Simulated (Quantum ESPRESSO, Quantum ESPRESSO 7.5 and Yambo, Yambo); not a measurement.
# A GW chain in Yambo: ZrSe3 (P2_1/m)

Wanted: ground state, empty states, screening and self-energy for ZrSe3 (P2_1/m).

Main program and level: Quantum ESPRESSO 7.5 and Yambo 5.3.0; PBEsol and many-body steps on it, plane waves.

### Step 1. The starting structure

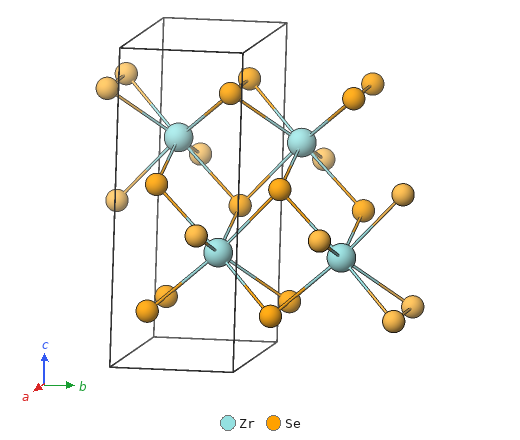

The cell as given, slightly off an axis (zirconium light teal, selenium orange). 1×2×1 cells are drawn. Some periodic images of atoms are drawn too.

The cell and positions come from the Crystallography Open Database and are kept as given unless a step says otherwise.

### Step 2. Ground state

This step: Quantum ESPRESSO 7.5; DFT, PBEsol, plane waves, norm-conserving pseudopotentials.

The ground-state density comes first.

The input, pw.in:

```
&control
  calculation = 'scf'
  prefix = 'x'
  outdir = 'o'
  pseudo_dir = 'pseudo'
  tprnfor = .true.
  tstress = .true.
/
&system
  ibrav = 0
  nat = 8
  ntyp = 2
  ecutwfc = 104.0
  nbnd = 92
  force_symmorphic = .true.
/
&electrons
  conv_thr = 1e-10
  electron_maxstep = 80
  mixing_beta = 0.5
/
ATOMIC_SPECIES
  Zr 91.224 Zr.upf
  Se 78.971 Se.upf
CELL_PARAMETERS angstrom
  5.4109000000 -0.0000000000 -0.0000000000
  -0.0000000000 3.7488000000 0.0000000000
  -1.2294209091 0.0000000000 9.3636349901
ATOMIC_POSITIONS crystal
  Zr 0.2850000000 0.2500000000 0.6560000000
  Zr 0.7150000000 0.7500000000 0.3440000000
  Se 0.7620000000 0.2500000000 0.5540000000
  Se 0.2380000000 0.7500000000 0.4460000000
  Se 0.4560000000 0.2500000000 0.1740000000
  Se 0.5440000000 0.7500000000 0.8260000000
  Se 0.8880000000 0.2500000000 0.1690000000
  Se 0.1120000000 0.7500000000 0.8310000000
K_POINTS automatic
  4 6 2 0 0 0
```

Launch:

```sh
$ OMP_NUM_THREADS=1 mpirun -n 8 pw.x -nk 8 -in pw.in > pw.out
```

Log:

```text
Program PWSCF v.7.5 starts

     This program is part of the open-source Quantum ESPRESSO suite
     for quantum simulation of materials; please cite
         "P. Giannozzi et al., J. Phys.:Condens. Matter 21 395502 (2009);
         "P. Giannozzi et al., J. Phys.:Condens. Matter 29 465901 (2017);
         "P. Giannozzi et al., J. Chem. Phys. 152 154105 (2020);
     in publications or presentations arising from this work. More details at
     Message from routine setup:
     using ibrav=0 with symmetry is DISCOURAGED, use correct ibrav instead

     G-vector sticks info

     bravais-lattice index     =            0
     lattice parameter (alat)  =      10.2251  a.u.
     unit-cell volume          =    1281.7486 (a.u.)^3
     number of atoms/cell      =            8
     number of atomic types    =            2
     number of electrons       =       168.00
     number of Kohn-Sham states=           92
     kinetic-energy cutoff     =     104.0000  Ry
     charge density cutoff     =     416.0000  Ry
     scf convergence threshold =      1.0E-10
     mixing beta               =       0.5000
     number of iterations used =            8  plain     mixing
     Exchange-correlation= PBESOL
                           (   1   4  10   8   0   0   0)

     celldm(1)=  10.225119  celldm(2)=   0.000000  celldm(3)=   0.000000
     celldm(4)=   0.000000  celldm(5)=   0.000000  celldm(6)=   0.000000

     crystal axes: (cart. coord. in units of alat)
               a(1) = (   1.000000  -0.000000  -0.000000 )
               a(2) = (  -0.000000   0.692824   0.000000 )
               a(3) = (  -0.227212   0.000000   1.730513 )

     reciprocal axes: (cart. coord. in units 2 pi/alat)
               b(1) = (  1.000000  0.000000  0.131297 )
               b(2) = (  0.000000  1.443369  0.000000 )
               b(3) = (  0.000000  0.000000  0.577863 )
     Pseudo is Norm-conserving + core correction, Zval = 12.0
     Generated using ONCVPSP code by D. R. Hamann
     Using radial grid of 1604 points,  6 beta functions with:
     Pseudo is Norm-conserving + core correction, Zval = 24.0
     Generated using ONCVPSP code by D. R. Hamann
     Using radial grid of 1198 points,  6 beta functions with:
     Zr               12.00    91.22400     Zr( 1.00)
     Se               24.00    78.97100     Se( 1.00)

      2 Sym. Ops., with inversion, found

   Cartesian axes

     site n.     atom                  positions (alat units)
         1        Zr     tau(   1) = (   0.1359490   0.1732059   1.1352168  )
         2        Zr     tau(   2) = (   0.6368391   0.5196178   0.5952966  )
         3        Se     tau(   3) = (   0.6361246   0.1732059   0.9587044  )
         4        Se     tau(   4) = (   0.1366635   0.5196178   0.7718090  )
         5        Se     tau(   5) = (   0.4164651   0.1732059   0.3011093  )
         6        Se     tau(   6) = (   0.3563230   0.5196178   1.4294041  )
         7        Se     tau(   7) = (   0.8496012   0.1732059   0.2924568  )
         8        Se     tau(   8) = (  -0.0768131   0.5196178   1.4380566  )

     number of k points=    28
                       cart. coord. in units 2pi/alat
        k(    1) = (   0.0000000   0.0000000   0.0000000), wk =   0.0416667
        k(    2) = (   0.0000000   0.0000000  -0.2889316), wk =   0.0416667
        k(    3) = (   0.0000000   0.2405614   0.0000000), wk =   0.0833333
        k(    4) = (   0.0000000   0.2405614  -0.2889316), wk =   0.0833333
        k(    5) = (   0.0000000   0.4811228   0.0000000), wk =   0.0833333
        k(    6) = (   0.0000000   0.4811228  -0.2889316), wk =   0.0833333
        k(    7) = (   0.0000000  -0.7216843   0.0000000), wk =   0.0416667
        k(    8) = (   0.0000000  -0.7216843  -0.2889316), wk =   0.0416667
        k(    9) = (   0.2500000   0.0000000   0.0328243), wk =   0.0833333
        k(   10) = (   0.2500000   0.0000000  -0.2561072), wk =   0.0833333
     [... 16 further rows ...]
        k(   27) = (  -0.2500000   0.4811228  -0.0328243), wk =   0.0833333
        k(   28) = (  -0.2500000   0.4811228   0.2561072), wk =   0.0833333

     Dense  grid:   183623 G-vectors     FFT dimensions: (  72,  45, 120)

     Initial potential from superposition of free atoms

     starting charge     167.9953, renormalised to     168.0000
     Starting wfcs are   98 randomized atomic wfcs

     per-process dynamical memory:   310.2 Mb

     Self-consistent Calculation

     iteration #  1     ecut=   104.00 Ry     beta= 0.50

     Threshold (ethr) on eigenvalues was too large:
     Diagonalizing with lowered threshold

     total energy              =   -4260.05157698 Ry
     estimated scf accuracy    <       0.27108864 Ry

     iteration #  2     ecut=   104.00 Ry     beta= 0.50

     total energy              =   -4260.04153124 Ry
     estimated scf accuracy    <       0.47743709 Ry

     iteration #  3     ecut=   104.00 Ry     beta= 0.50

     total energy              =   -4260.12559272 Ry
     estimated scf accuracy    <       0.05148899 Ry

     iteration #  4     ecut=   104.00 Ry     beta= 0.50

     total energy              =   -4260.13215999 Ry
     estimated scf accuracy    <       0.00527845 Ry

     iteration #  5     ecut=   104.00 Ry     beta= 0.50

     total energy              =   -4260.13293116 Ry
     estimated scf accuracy    <       0.00032202 Ry

     iteration #  6     ecut=   104.00 Ry     beta= 0.50

     total energy              =   -4260.13297176 Ry
     estimated scf accuracy    <       0.00002967 Ry

     iteration #  7     ecut=   104.00 Ry     beta= 0.50

     total energy              =   -4260.13297607 Ry
     estimated scf accuracy    <       0.00000184 Ry

     iteration #  8     ecut=   104.00 Ry     beta= 0.50

     total energy              =   -4260.13297638 Ry
     estimated scf accuracy    <       0.00000027 Ry

     iteration #  9     ecut=   104.00 Ry     beta= 0.50

     total energy              =   -4260.13297643 Ry
     estimated scf accuracy    <       0.00000003 Ry

     iteration # 10     ecut=   104.00 Ry     beta= 0.50

     total energy              =   -4260.13297644 Ry
     estimated scf accuracy    <          5.7E-09 Ry

     iteration # 11     ecut=   104.00 Ry     beta= 0.50

     total energy              =   -4260.13297644 Ry
     estimated scf accuracy    <          9.2E-10 Ry

     iteration # 12     ecut=   104.00 Ry     beta= 0.50

     End of self-consistent calculation

          k = 0.0000 0.0000 0.0000 ( 22959 PWs)   bands (ev):

  -197.1565-197.1565-197.1420-197.1420-196.3596-196.3596-136.9919-136.9919
  -136.9784-136.9784-136.7591-136.7591-136.7526-136.7526-136.7431-136.7431
  -136.7368-136.7368-136.0461-136.0461-136.0392-136.0392-136.0249-136.0249
   -38.4723 -38.4717 -37.4172 -37.4172 -37.3246 -37.3246 -37.3118 -37.3118
   -37.3064 -37.3063 -37.2790 -37.2790 -37.2707 -37.2707 -37.0860 -37.0858
   -37.0826 -37.0826 -37.0679 -37.0678 -37.0649 -37.0648 -36.4466 -36.4451
   -36.4433 -36.4431 -36.4295 -36.4287 -36.4282 -36.4265 -36.4198 -36.4194
   -16.6357 -16.6070 -16.5265 -16.5199 -16.4585 -16.4404  -4.4153  -4.0883
    -2.4080  -1.3772  -0.5626  -0.5406   4.5168   4.8776   5.8356   5.9862
     6.1655   7.3504   7.5153   7.9998   8.5120   9.4022   9.6622   9.8077
     9.8205   9.9269  10.3966  10.5071  11.1681  11.5509  13.1795  13.3778
    13.5624  13.6668  14.0145  14.0699

          k = 0.0000 0.0000-0.2889 ( 23008 PWs)   bands (ev):

  -197.1565-197.1565-197.1420-197.1420-196.3596-196.3596-136.9919-136.9919
  -136.9784-136.9784-136.7591-136.7591-136.7526-136.7526-136.7431-136.7431
  -136.7368-136.7368-136.0461-136.0461-136.0392-136.0392-136.0249-136.0249
   -38.4723 -38.4717 -37.4172 -37.4172 -37.3246 -37.3246 -37.3118 -37.3118
   -37.3064 -37.3063 -37.2790 -37.2790 -37.2707 -37.2707 -37.0860 -37.0858
[...]
13.5825  13.6817  13.8918  14.0385

          k = 0.0000 0.2406 0.0000 ( 22977 PWs)   bands (ev):

  -197.1565-197.1565-197.1420-197.1420-196.3596-196.3596-136.9919-136.9919
  -136.9784-136.9784-136.7591-136.7591-136.7526-136.7526-136.7431-136.7431
  -136.7368-136.7368-136.0461-136.0461-136.0392-136.0392-136.0249-136.0249
[...]
-36.4433 -36.4432 -36.4293 -36.4285 -36.4280 -36.4266 -36.4196 -36.4193
   -16.6244 -16.6028 -16.5646 -16.5627 -16.4527 -16.4370  -4.2927  -4.0262
    -2.3316  -1.3674  -0.5069  -0.4878   4.6677   4.8369   5.9580   6.1228
     6.2041   7.0365   7.3921   7.8580   7.9148   9.1147   9.3508   9.4040
     9.4906   9.6469   9.6471   9.9554  11.8204  12.1506  13.3036  13.4275
    13.4714  13.6249  13.8086  13.8945

          k = 0.0000 0.2406-0.2889 ( 22960 PWs)   bands (ev):

     [... further k-points ...]

     highest occupied, lowest unoccupied level (ev):    10.5071   10.8283

!    total energy              =   -4260.13297644 Ry
     estimated scf accuracy    <          6.7E-11 Ry

     The total energy is the sum of the following terms:
     one-electron contribution =   -3765.49580427 Ry
     hartree contribution      =    1746.79974119 Ry
     xc contribution           =    -382.63172040 Ry
     ewald contribution        =   -1858.80519295 Ry

     convergence has been achieved in  12 iterations

     Forces acting on atoms (cartesian axes, Ry/au):

     atom    1 type  1   force =     0.00017499    0.00000072    0.00398703
     atom    2 type  1   force =    -0.00017499   -0.00000072   -0.00398703
     atom    3 type  2   force =     0.00089315    0.00010983    0.00618677
     atom    4 type  2   force =    -0.00089315   -0.00010983   -0.00618677
     atom    5 type  2   force =    -0.00878354    0.00010643    0.00275471
     atom    6 type  2   force =     0.00878354   -0.00010643   -0.00275471
     atom    7 type  2   force =     0.00879965    0.00011088    0.00308379
     atom    8 type  2   force =    -0.00879965   -0.00011088   -0.00308379

     Total force =     0.021294     Total SCF correction =     0.000058

     Computing stress (Cartesian axis) and pressure

          total   stress  (Ry/bohr**3)                   (kbar)     P=       -3.09
  -0.00000015  -0.00000000  -0.00000120           -0.02       -0.00       -0.18
  -0.00000000  -0.00005335   0.00000002           -0.00       -7.85        0.00
  -0.00000120   0.00000002  -0.00000960           -0.18        0.00       -1.41

     XML data file, charge density, pseudopotentials, collected wavefunctions

=------------------------------------------------------------------------------=
   JOB DONE.
=------------------------------------------------------------------------------=
```

The job ended after 3.5 min (8 MPI ranks of Arm Neoverse V2, shared host; peak memory 3.6 GiB; 28 min of CPU time).

This step gave:

- total energy: -57962.0619 eV
- gap: 0.3212 eV
- k of the valence top: 0, 0, 0
- k of the conduction bottom: -0.5, 0.1667, 0
- least direct gap: 0.6027 eV
- pressure: -0.309 GPa

The gap is indirect, with the least direct gap 0.28 eV higher.

With these pseudopotential files and this cutoff the stress is not reliable, so the pressure is no result.

(Continued in part 2 of 3.)

[Paths, hosts, dates, memory and timing lines, banners, echoed tables and standing remarks are left out of the program output.]

[Logs are printed without paths, hosts, clocks, repeated set-up lines and the standing remarks that a program may print on its own settings, such as how far it seeks lower states.]

[Runs of the session that timed out or met a known fault of the program may be left out.]

[Hosts, paths, dates, database ids (printed as entryN), source tags and the programs' standing remarks are cut or masked in the printed files.]
